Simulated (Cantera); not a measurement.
A closed system holds: 1 mol BaF2, 0.056 mol O2, a varied amount of H2, at 1423.15 K and 13.3 mbar.

Cantera equilibrium calculation (NASA polynomials, part measured and part estimated; ideal gas, pure solids and liquids). Candidate condensed phases: Ba, BaF2, BaO, Ba(OH)2, H2O; 27 gas species. Mutual solubility and eutectic melting of coexisting phases are not modelled. Rates play no part.

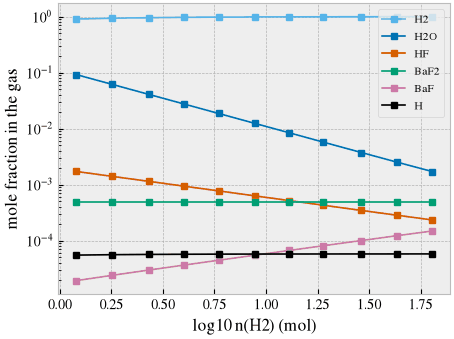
Equilibrium gas composition (values under 1e-9 drawn at 1e-9)

**Question.** Read off the mole fractions at 8.8 mol H2.

**Answer.** H2 about 0.99, H2O about 0.012, HF about 0.00063, BaF2 about 0.00050, H about 5.7e-5, BaF about 5.5e-5.
